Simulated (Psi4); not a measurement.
# A workflow on SnH4O (SMILES [OH][SnH3])

We compute a series of 10 runs (PBE-D4/def2-SVP, PBE0-D4/def2-TZVP, PBE-D4/def2-TZVPP, r2SCAN-D4/def2-TZVPP, B3LYP-D4/def2-TZVPP, PBE0-D4/def2-TZVPP, wB97M-V/def2-TZVPP, CCSD(T)/def2-TZVPP, and more) of SnH4O. 

Program for the calculation: Psi4 1.11.

### 1 The structure to begin with

The species is SnH4O (6 atoms), meant as a singlet with charge 0. As SMILES, `[OH][SnH3]`. Geometry: a GFN2-xTB, rattled relaxation, a rough one for these elements and not checked as a minimum. The run starts from this shape.

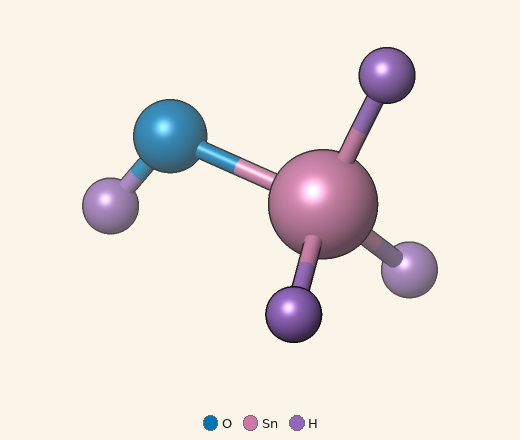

The structure, seen from a chosen angle (oxygen blue, tin pink, hydrogen purple).

### 2 A structure relaxation at PBE-D4/def2-SVP (density fitting, core potential) (run 1)

The input, job.inp:

```
memory 3300 mb

molecule geom {
  0 1
  O      0.876265    -0.701306     0.980704
  Sn    -0.239219     0.336605    -0.166699
  H      1.200399    -1.583791     0.535303
  H     -1.682159    -0.537097    -0.447413
  H      0.513439     0.680077    -1.630729
  H     -0.464624     1.652811     0.763020
  symmetry c1
}

set basis def2-SVP
set scf_type df
set geom_maxiter 60
set max_force_g_convergence 0.0005

E, wfn = optimize('pbe-d4', return_wfn=True)
```

Started as:

```sh
$ psi4 -n 2 job.inp job.out
```

job.out:

```text
[...]
    !!!  WARNING: ECP capability is in beta. Please check occupations closely.  !!!
[...]
  Running in c1 symmetry.
[...]
  Nuclear repulsion =   83.908891411797669
[...]
  Multiplicity = 1
[...]
  Nalpha       = 17
  Nbeta        = 17
[...]
    Number of basis functions: 60
[...]
   @DF-RKS iter   1:  -291.46248855555632   -1.15404e+00   1.33256e-02 ADIIS/DIIS
[...]
    !!!  WARNING: ECP capability is in beta. Please check occupations closely.  !!!
[...]
   @DF-RKS iter   7:  -291.74701542952334   -4.03588e-12   2.72619e-09 DIIS
[...]
  @DF-RKS Final Energy:  -291.74701542952334
   => Energetics <=
    Nuclear Repulsion Energy =             80.5522551011501236
    One-Electron Energy =                -642.8520748140705336
    Two-Electron Energy =                 298.5420625085181427
    DFT Exchange-Correlation Energy =     -27.9864958420064411
    Empirical Dispersion Energy =          -0.0027623831146055
    VV10 Nonlocal Energy =                  0.0000000000000000
    Total Energy =                       -291.7470154295233442
[...]
  -Total Gradient:
     Atom            X                  Y                   Z
    ------   -----------------  -----------------  -----------------
       1       -0.000123032978    -0.000080075254    -0.000124027297
       2        0.000008071143    -0.000002142846     0.000095447783
       3        0.000071172231     0.000147128020     0.000073603730
       4        0.000006144709     0.000012565356    -0.000058395583
       5       -0.000046962700    -0.000030513388    -0.000039134056
       6        0.000062974992    -0.000025691821     0.000016236313
[...]
```

On the terminal:

```text
Optimizer: Optimization complete!
```

Wall time 89 s (2 threads of AMD EPYC (Zen 3), shared host); peak memory 0.49 GiB.

Step by step:

```csv
step,energy from the first frame kept (eV),largest force (eV/Å)
0,0.0000,4.4707
1,-0.3091,0.3567
2,-0.3198,0.1472
3,-0.3210,0.0335
4,-0.3212,0.0099
```

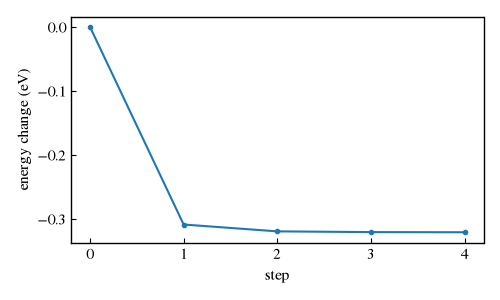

Energy along the run.

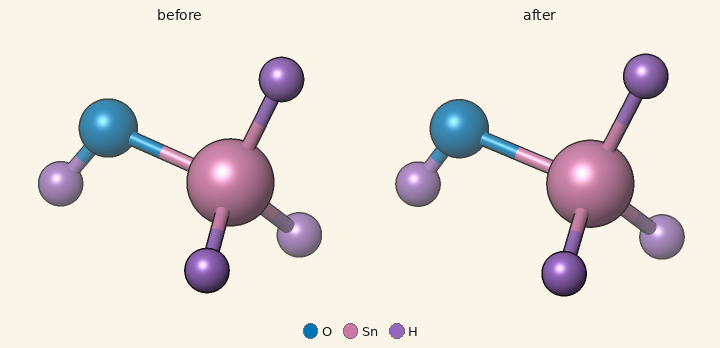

Before and after, at one scale.

After the run. Bond lengths: O1–Sn2 2.017 Å, O1–H3 0.976 Å, Sn2–H4 1.735 Å, Sn2–H5 1.735 Å, Sn2–H6 1.721 Å. Angles: O1–Sn2–H4 109.7°, O1–Sn2–H5 109.7°, O1–Sn2–H6 102.0°, Sn2–O1–H3 110.0°, H4–Sn2–H5 110.4°, H4–Sn2–H6 112.3°, H5–Sn2–H6 112.4°.

### 3 A geometry optimisation at PBE0-D4/def2-TZVP (density fitting, core potential) (run 2)

The input, calc.in:

```
memory 3300 mb

molecule molecule1 {
  O      0.960512    -0.758836     1.007538
  Sn    -0.250381     0.343100    -0.170097
  H      1.227725    -1.573618     0.541500
  H     -1.726009    -0.520192    -0.463060
  H      0.553183     0.694586    -1.666843
  H     -0.496902     1.751498     0.786954
  symmetry c1
}

set {
  reference rks
  scf_type df
  geom_maxiter 50
  max_force_g_convergence 0.0002
}

optimize('pbe0-d4/def2-TZVP')
```

Started as:

```sh
$ psi4 -n 2 calc.in calc.out
```

calc.out:

```text
[...]
    !!!  WARNING: ECP capability is in beta. Please check occupations closely.  !!!
[...]
  Running in c1 symmetry.
[...]
  Nuclear repulsion =   80.552268014966856
[...]
  Multiplicity = 1
[...]
  Nalpha       = 17
  Nbeta        = 17
[...]
    Number of basis functions: 105
[...]
 WARNING: Atomic UHF is not converging! Try casting from a smaller basis or call Rob at CCMST.
   -------------------------
[...]
   @DF-RKS iter   1:  -291.56070726392727   -1.27641e+00   8.43848e-03 ADIIS/DIIS
[...]
    !!!  WARNING: ECP capability is in beta. Please check occupations closely.  !!!
[...]
   @DF-RKS iter   7:  -291.87169913925834   -2.10321e-12   2.63336e-09 DIIS
[...]
  @DF-RKS Final Energy:  -291.87169913925834
   => Energetics <=
    Nuclear Repulsion Energy =             82.1412941605437084
    One-Electron Energy =                -646.2511889926519189
    Two-Electron Energy =                 293.6168170154788299
    DFT Exchange-Correlation Energy =     -21.3762948269977926
    Empirical Dispersion Energy =          -0.0023264956311309
    VV10 Nonlocal Energy =                  0.0000000000000000
    Total Energy =                       -291.8716991392583395
[...]
  -Total Gradient:
     Atom            X                  Y                   Z
    ------   -----------------  -----------------  -----------------
       1        0.000005643116    -0.000047131526     0.000083624040
       2       -0.000079944417     0.000158747991    -0.000014163443
       3        0.000054802862    -0.000061490229    -0.000059090478
       4        0.000034199017    -0.000000227304     0.000002833365
       5       -0.000007057433    -0.000042231320     0.000019705929
       6       -0.000022281423    -0.000005658247    -0.000050749732
[...]
```

The script printed:

```text
Optimizer: Optimization complete!
```

It took 2 min on 2 threads of AMD EPYC (Zen 3), shared host; peak memory 0.71 GiB.

Steps, from the record of the run:

```csv
step,energy from the first frame kept (eV),largest force (eV/Å)
0,0.0000,1.0506
1,-0.0368,0.3100
2,-0.0432,0.0890
3,-0.0437,0.0186
4,-0.0438,0.0092
```

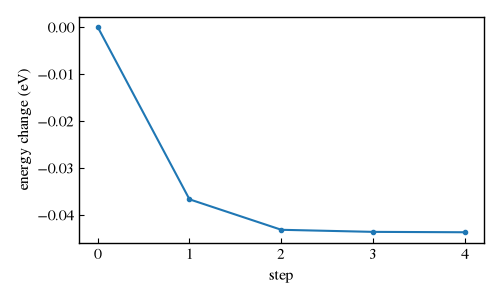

Energy along the run.

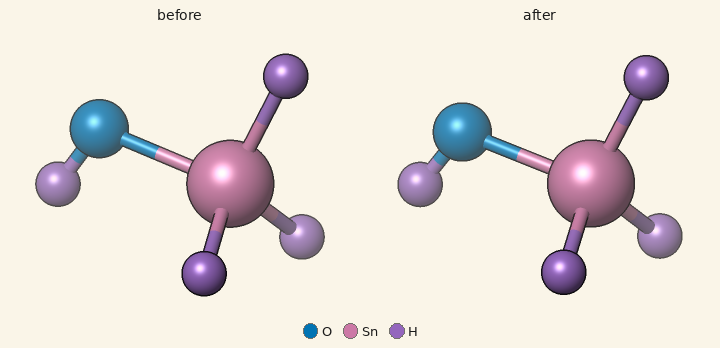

Before and after, at one scale.

After the run. Bond lengths: O1–Sn2 1.970 Å, O1–H3 0.959 Å, Sn2–H4 1.709 Å, Sn2–H5 1.709 Å, Sn2–H6 1.698 Å. Angles: O1–Sn2–H4 108.5°, O1–Sn2–H5 108.4°, O1–Sn2–H6 103.2°, Sn2–O1–H3 113.2°, H4–Sn2–H5 110.8°, H4–Sn2–H6 112.7°, H5–Sn2–H6 112.8°.

Runs 3 to 9 aren't shown in full; the table further down has their settings and results.

### 4 The energy at MP2/def2-QZVPP (density fitting, core potential, density fitting for correlation) (run 10)

The input, job.dat:

```
memory 3.3 GB

molecule geom {
  O      0.939000    -0.754519     0.961976
  Sn    -0.247704     0.342929    -0.164338
  H      1.210691    -1.572290     0.540185
  H     -1.688947    -0.532035    -0.444514
  H      0.557116     0.674039    -1.635531
  H     -0.497998     1.734424     0.776362
  symmetry c1
}

set basis def2-QZVPP
set scf_type df
set num_frozen_docc 5

e, wfn = energy('mp2', return_wfn=True)
print_variables()
```

Started as:

```sh
$ psi4 -i job.dat -o job.out -n 2
```

job.out:

```text
[...]
  Running in c1 symmetry.
[...]
  Nuclear repulsion =   82.141301049098999
[...]
  Multiplicity = 1
[...]
  Nalpha       = 17
  Nbeta        = 17
[...]
    Number of basis functions: 259
[...]
   @DF-RHF iter   1:  -290.40239454733904   -1.88292e+00   2.58757e-03 ADIIS/DIIS
[...]
   @DF-RHF iter  11:  -290.57281296006619   -7.08837e-11   5.69436e-09 DIIS
[...]
    Orbital Energies [Eh]
    ---------------------
    Doubly Occupied:
       1A    -20.533096     2A     -5.871405     3A     -4.061740
       4A     -4.060972     5A     -4.060905     6A     -1.360285
       7A     -1.331224     8A     -1.331189     9A     -1.325170
      10A     -1.324741    11A     -1.260134    12A     -0.695981
      13A     -0.610115    14A     -0.504376    15A     -0.491377
      16A     -0.452187    17A     -0.437717
[...]
  @DF-RHF Final Energy:  -290.57281296006619
   => Energetics <=
    Nuclear Repulsion Energy =             82.1413010490989990
    One-Electron Energy =                -646.0029973857698451
    Two-Electron Energy =                 273.2888833766047014
    Total Energy =                       -290.5728129600661873
[...]
 Multipole Moments:
 ------------------------------------------------------------------------------------
     Multipole            Electronic (a.u.)      Nuclear  (a.u.)        Total (a.u.)
 ------------------------------------------------------------------------------------
 L = 1.  Multiply by 2.5417464519 to convert [e a0] to [Debye]
 Dipole X            :        -10.3522831           10.0405508           -0.3117324
 Dipole Y            :         10.0198094          -10.0543554           -0.0345460
 Dipole Z            :         -9.2892953            8.6038810           -0.6854143
 Magnitude           :                                                    0.7537660
[...]
```

Run time: 36 s. Hardware: 2 threads of AMD EPYC (Zen 3), shared host; peak memory 0.61 GiB.

### 5 The series

```csv
run,level,geom maxiter,max force g convergence,energy (Eh),HOMO energy (eV),LUMO energy (eV),HOMO–LUMO gap (eV),wall time
1,"PBE-D4/def2-SVP (density fitting, core potential)",60,0.0005,-291.747015,-6.23,-1.19,5.04,89 s
2,"PBE0-D4/def2-TZVP (density fitting, core potential)",50,0.0002,-291.871699,-8.20,-0.53,7.67,2 min
3,PBE0-D4/def2-TZVP (density fitting),–,–,timeout,–,–,–,12 min
4,"PBE-D4/def2-TZVPP (density fitting, core potential)",–,–,-291.861973,-6.61,-1.33,5.28,40 s
5,r2SCAN-D4/def2-TZVPP (density fitting),–,–,timeout,–,–,–,2 min
6,"B3LYP-D4/def2-TZVPP (density fitting, core potential)",–,–,-292.035965,-7.96,-0.83,7.14,57 s
7,"PBE0-D4/def2-TZVPP (density fitting, core potential)",–,–,-291.873999,-8.21,-0.54,7.67,66 s
8,wB97M-V/def2-TZVPP (density fitting),–,–,timeout,–,–,–,2 min
9,"CCSD(T)/def2-TZVPP (density fitting, density fitting for correlation)",–,–,timeout,–,–,–,4.1 min
10,"MP2/def2-QZVPP (density fitting, core potential, density fitting for correlation)",–,–,-291.391271,-11.91,1.54,13.45,36 s
```

### 6 Outcome

| quantity | value |
| --- | --- |
| run 10, MP2/def2-QZVPP: total energy | -291.39127 Eh |
| run 10, MP2/def2-QZVPP: HOMO energy (Hartree–Fock orbitals) | -11.91 eV |
| run 10, MP2/def2-QZVPP: LUMO energy (Hartree–Fock orbitals) | 1.54 eV |
| run 10, MP2/def2-QZVPP: HOMO–LUMO gap (Hartree–Fock orbitals) | 13.45 eV |
| run 10, MP2/def2-QZVPP: correlation energy (5 core orbitals frozen) | -818.5 mEh |

**Reading.** Over runs 4, 6, 7 the dipole moment (its size) runs from 1.54 D (PBE-D4/def2-TZVPP) to 1.68 D (PBE0-D4/def2-TZVPP). Over runs 4, 6, 7 the HOMO–LUMO gap runs from 5.28 eV (PBE-D4/def2-TZVPP) to 7.67 eV (PBE0-D4/def2-TZVPP). Totals of different functionals can't be ranked against each other. All runs together took 27 min, the longest 12 min. 4 of the 10 runs did not end normally.
